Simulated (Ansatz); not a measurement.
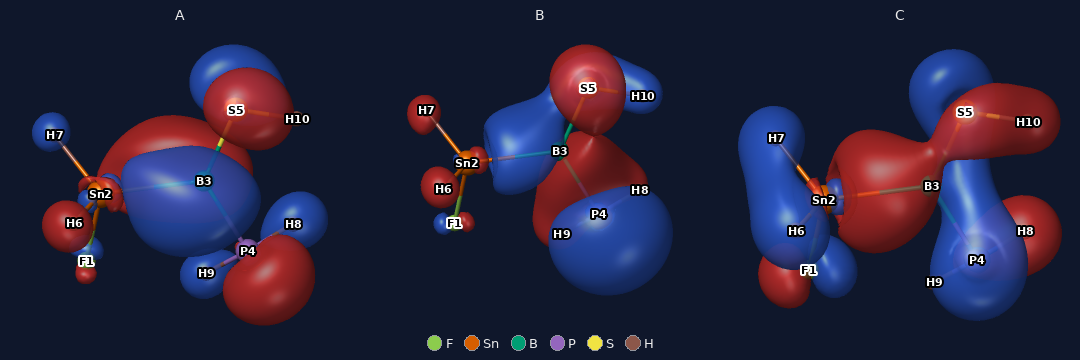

The picture shows: BFH5PSSn (SMILES [F][SnH2][B](P)S). Three frontier orbitals at ±0.08 Å⁻³ᐟ² (red and blue are the two phases), in no order.

Core potentials replace the inner electrons of Sn.

These are results of Ansatz 0.2.0, RKS PBE0/def2-SVP, not measurements.

```json
{"atom": "F", "x (Å)": "-2.5715", "y (Å)": "0.1530", "z (Å)": "0.1338"}
{"atom": "Sn", "x (Å)": "-1.1048", "y (Å)": "1.2309", "z (Å)": "-0.5962"}
{"atom": "B", "x (Å)": "0.6751", "y (Å)": "-0.0350", "z (Å)": "-0.0284"}
{"atom": "P", "x (Å)": "0.4226", "y (Å)": "-1.1424", "z (Å)": "1.4787"}
{"atom": "S", "x (Å)": "2.1926", "y (Å)": "0.2264", "z (Å)": "-0.9110"}
{"atom": "H", "x (Å)": "-1.2786", "y (Å)": "2.7442", "z (Å)": "0.1909"}
{"atom": "H", "x (Å)": "-1.4674", "y (Å)": "1.3616", "z (Å)": "-2.2672"}
{"atom": "H", "x (Å)": "1.1276", "y (Å)": "-2.3181", "z (Å)": "1.0909"}
{"atom": "H", "x (Å)": "-0.9047", "y (Å)": "-1.5803", "z (Å)": "1.2226"}
{"atom": "H", "x (Å)": "2.9925", "y (Å)": "-0.6914", "z (Å)": "-0.3114"}
```

Question: Order the three orbitals by energy and name them.

Answer: C is the HOMO−1 (−8.13 eV). It lies mainly on Sn2 (about 20 %), B3 (about 20 %), S5 (about 20 %), P4 (about 15 %) and F1 (about 10 %). B is the HOMO (−7.44 eV). It lies mainly on P4 (about 55 %), S5 (about 15 %), B3 (about 15 %) and Sn2 (about 5 %). A is the LUMO (−1.96 eV). It lies mainly on B3 (about 40 %), S5 (about 20 %), P4 (about 15 %) and Sn2 (about 15 %).

Question: What is the HOMO–LUMO gap?

Answer: 5.48 eV between the orbital energies.
